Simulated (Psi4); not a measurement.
# C2H4Si (ethynylsilane): HSE06/6-311+G(d,p)

Aim: the vertical singlet–triplet gap of C2H4Si (ethynylsilane) at HSE06/6-311+G**, from 2 runs. 

The results are computed with Psi4 1.11.

## (1) The structure to begin with

C2H4Si: 7 atoms, total charge 0, spin state singlet. As SMILES, `C#C[SiH3]`. The coordinates come from a PBE0-D4/def2-TZVP relaxation.

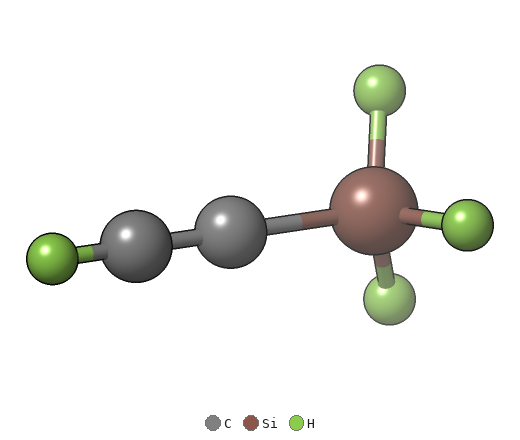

The structure, seen from a chosen angle (carbon grey, silicon brown, hydrogen green).

## (2) A single-point energy at HSE06/6-311+G(d,p)

Contents of job.py:

```python
import psi4

psi4.set_memory(1600000000)
psi4.set_num_threads(1)
psi4.core.set_output_file('c2h4si.out', False)

mol = psi4.geometry("""
0 1
C     -1.09736396    -3.53643347     0.32541084
C     -0.41290516    -1.37288603     0.11791891
Si     0.62323168     1.89785195    -0.19615357
H     -1.70264324    -5.44902528     0.50890325
H     -0.17857912     2.88806844    -2.69285973
H     -0.53233585     3.43571107     1.84229400
H      3.41643586     2.00858990     0.00831479
units bohr
symmetry c1
no_reorient
no_com
""")

psi4.set_options({
    'basis': '6-311+G**',
    'puream': True,
    'e_convergence': 1e-09,
    'd_convergence': 1e-08,
    'scf_type': 'pk',
    'dft_radial_points': 99,
    'dft_spherical_points': 590,
})

e_tot, wfn = psi4.energy('hse06', molecule=mol, return_wfn=True)
psi4.oeprop(wfn, 'QUADRUPOLE', 'MULLIKEN_CHARGES', 'MAYER_INDICES')
print(f'total energy {e_tot:.8f} hartree = {e_tot * 27.211386:.5f} eV')
```

Launch:

```
$ python job.py
```

c2h4si.out:

```text
[...]
  Running in c1 symmetry.
[...]
  Nuclear repulsion =   83.047890723121355
[...]
  Multiplicity = 1
[...]
  Nalpha       = 15
  Nbeta        = 15
[...]
    Number of basis functions: 98
[...]
   @RKS iter   1:  -367.60881503432461   -4.57406e-01   7.07039e-03 ADIIS/DIIS
[...]
   @RKS iter  10:  -367.85847472264646   -1.47793e-11   3.67354e-09 DIIS
[...]
    Orbital Energies [Eh]
    ---------------------
    Doubly Occupied:
       1A    -66.240868     2A    -10.220786     3A    -10.207107
       4A     -5.322752     5A     -3.657247     6A     -3.656085
       7A     -3.656085     8A     -0.764705     9A     -0.588588
      10A     -0.530383    11A     -0.404104    12A     -0.362047
      13A     -0.362031    14A     -0.290663    15A     -0.290660
[...]
  @RKS Final Energy:  -367.85847472264646
   => Energetics <=
    Nuclear Repulsion Energy =             83.0478907231213554
    One-Electron Energy =                -670.4700831271961761
    Two-Electron Energy =                 244.9892870029836160
    DFT Exchange-Correlation Energy =     -25.4255693215551766
    Empirical Dispersion Energy =           0.0000000000000000
    VV10 Nonlocal Energy =                  0.0000000000000000
    Total Energy =                       -367.8584747226464629
[...]
 Multipole Moments:
 ------------------------------------------------------------------------------------
     Multipole            Electronic (a.u.)      Nuclear  (a.u.)        Total (a.u.)
 ------------------------------------------------------------------------------------
 L = 1.  Multiply by 2.5417464519 to convert [e a0] to [Debye]
 Dipole X            :         -0.7040700            0.6665064           -0.0375636
 Dipole Y            :         -0.1166817           -0.0026456           -0.1193272
 Dipole Z            :          0.4310123           -0.4195192            0.0114931
 Magnitude           :                                                    0.1256268
 L = 2.  Multiply by 1.3450342976 to convert [e a0^2] to [Debye ang]
 Quadrupole XX       :        -48.8732881           28.5723381          -20.3009500
 Quadrupole XY       :        -55.4934290           57.0402423            1.5468134
[...]
  Mulliken Charges: (a.u.)
   Center  Symbol    Alpha    Beta     Spin     Total
       1     C     3.06104  3.06104  0.00000 -0.12207
       2     C     3.12049  3.12049  0.00000 -0.24098
       3    SI     6.75600  6.75600  0.00000  0.48801
       4     H     0.42034  0.42034  0.00000  0.15932
       5     H     0.54738  0.54738  0.00000 -0.09476
       6     H     0.54738  0.54738  0.00000 -0.09476
       7     H     0.54738  0.54738  0.00000 -0.09475
   Total alpha = 15.00000, Total beta = 15.00000, Total charge = -0.00000
  Mayer Bond Indices:
[...]
```

Standard output:

```text
total energy -367.85847472 hartree = -10009.93895 eV
```

It took 33 s on 1 thread of AMD EPYC 7R43 (Zen 3), shared host; peak memory 0.94 GiB.

## (3) The triplet: energy and gradient at UHSE06/6-311+G(d,p)

Contents of c2h4si.dat:

```
memory 1600 MB

molecule system {
  0 3
  C     -0.580700    -1.871400     0.172200
  C     -0.218500    -0.726500     0.062400
  Si     0.329800     1.004300    -0.103800
  H     -0.901000    -2.883500     0.269300
  H     -0.094500     1.528300    -1.425000
  H     -0.281700     1.818100     0.974900
  H      1.807900     1.062900     0.004400
  symmetry c1
  no_reorient
  no_com
}

set {
  basis 6-311+G**
  reference uks
  puream true
  e_convergence 1e-09
  d_convergence 1e-08
  scf_type pk
  dft_radial_points 99
  dft_spherical_points 590
  maxiter 100
}

result, w = gradient('hse06', return_wfn=True)
oeprop(w, 'DIPOLE', 'WIBERG_LOWDIN_INDICES', 'MULLIKEN_CHARGES')
```

Launch:

```
$ psi4 c2h4si.dat c2h4si.out -n 1
```

c2h4si.out, cut to the lines that bear on the results:

```text
[...]
  Running in c1 symmetry.
[...]
  Nuclear repulsion =   83.047890735857266
[...]
  Multiplicity = 3
[...]
  Nalpha       = 16
  Nbeta        = 14
[...]
    Number of basis functions: 98
[...]
   @UKS iter   1:  -367.05415581700521    9.72533e-02   9.47756e-03 DIIS/ADIIS
[...]
   @UKS iter  51:  -367.66957652471405   -1.44951e-11   1.12514e-09 DIIS
[...]
   @S^2 Observed:                2.006697254E+00
[...]
  @UKS Final Energy:  -367.66957652471405
   => Energetics <=
    Nuclear Repulsion Energy =             83.0478907358572656
    One-Electron Energy =                -670.0231913215358190
    Two-Electron Energy =                 244.7539762448376450
    DFT Exchange-Correlation Energy =     -25.4482521838732012
    Empirical Dispersion Energy =           0.0000000000000000
    VV10 Nonlocal Energy =                  0.0000000000000000
    Total Energy =                       -367.6695765247140457
[...]
  -Total Gradient:
     Atom            X                  Y                   Z
    ------   -----------------  -----------------  -----------------
       1        0.064516870714     0.209277783543    -0.020287286373
       2       -0.063631704112    -0.217877132235     0.021600488527
       3        0.009638731786     0.017768171581    -0.001137010481
       4       -0.000693157311    -0.002300217584     0.000223857777
       5       -0.001523220683    -0.000305566266     0.002807629453
       6       -0.001219416478    -0.001400894277    -0.003101685325
       7       -0.007090617330    -0.005169261437    -0.000105296777
[...]
 Multipole Moments:
 ------------------------------------------------------------------------------------
     Multipole            Electronic (a.u.)      Nuclear  (a.u.)        Total (a.u.)
 ------------------------------------------------------------------------------------
[...]
  Mulliken Charges: (a.u.)
   Center  Symbol    Alpha    Beta     Spin     Total
       1     C     3.64701  2.54821  1.09880 -0.19522
       2     C     3.51722  2.65802  0.85920 -0.17524
       3    SI     6.74792  6.76617 -0.01826  0.48591
       4     H     0.37681  0.43755 -0.06074  0.18564
       5     H     0.55551  0.54246  0.01305 -0.09797
       6     H     0.55834  0.54013  0.01821 -0.09847
       7     H     0.59719  0.50746  0.08973 -0.10465
   Total alpha = 16.00000, Total beta = 14.00000, Total charge = -0.00000
  Wiberg Bond Indices using Orthogonal Lowdin Orbitals:
[...]
```

Wall time 3.7 min (1 thread of AMD EPYC 7R43 (Zen 3), shared host); peak memory 0.94 GiB.

## (4) What came out

Level: HSE06/6-311+G**.

| quantity | value |
| --- | --- |
| singlet: total energy | -367.85847 Eh |
| singlet: dipole moment | 0.32 D |
| singlet: HOMO energy | -7.91 eV |
| singlet: LUMO energy | -0.48 eV |
| singlet: HOMO–LUMO gap | 7.43 eV |
| triplet: total energy | -367.66958 Eh |
| triplet: dipole moment | 0.67 D |
| triplet: HOMO energy (highest over α and β) | -2.95 eV |
| triplet: ⟨S²⟩ | 2.007 |
| triplet: largest force on an atom | 11.724 eV/Å |
| vertical energy of the triplet above the singlet | 5.140 eV |

**Reading.** At this shape the triplet lies 5.14 eV (496 kJ/mol) above the singlet. Mulliken charges (singlet) run from -0.24 on C2 to +0.49 on Si3; in a basis this large or diffuse they mean little.
